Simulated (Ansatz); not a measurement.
The calculation's input:

```
crystal:
  periodic: [false, false, false]
  atoms:
    - {symbol: Si, position_ang: [-0.018813, 1.163531, 0.161160]}
    - {symbol: O, position_ang: [-0.011344, -0.474371, 0.204746]}
    - {symbol: Ga, position_ang: [0.079382, -1.883457, -0.883230]}
    - {symbol: Cl, position_ang: [0.015360, -3.825687, 0.061089]}
    - {symbol: H, position_ang: [0.092220, 1.664383, -1.237870]}
    - {symbol: H, position_ang: [1.129507, 1.685703, 0.946034]}
    - {symbol: H, position_ang: [-1.286322, 1.669909, 0.748072]}
basis:
  gaussian: {orbitals: def2-TZVPP}
magnetization: {spin_polarized: true, initial_magnetization: 1}
hamiltonian: {xc: pbe0, dispersion: d4}
output: {orbitals: {seedname: orbitals}}
```

Command:

```sh
ansatz run in.yaml --threads 4 --pin off --events-out ev --progress --plain --max-ram 10444MiB
```

Geometry: PBE0-D4/def2-TZVP.

Computed with UKS PBE0-D4/def2-TZVPP (Ansatz).

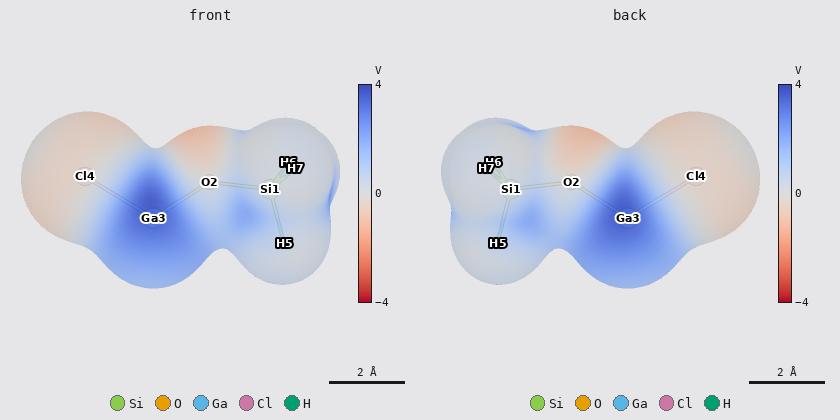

ClGaH3OSi (SMILES [SiH3][O][Ga][Cl]) (doublet). The molecular electrostatic potential painted on the density surface at 0.004 e/bohr³, seen from the front and from behind; the colour scale runs from red (negative) to blue (positive).

Question: Which sites attract a positive test charge, and which a negative one?

Answer: A positive charge is drawn to the negative regions and a negative charge to the positive ones. The most negative region (about −1.0 V) lies over O2, the most positive (about +3.6 V) over Ga3. O2 is the likeliest acceptor of a hydrogen bond.
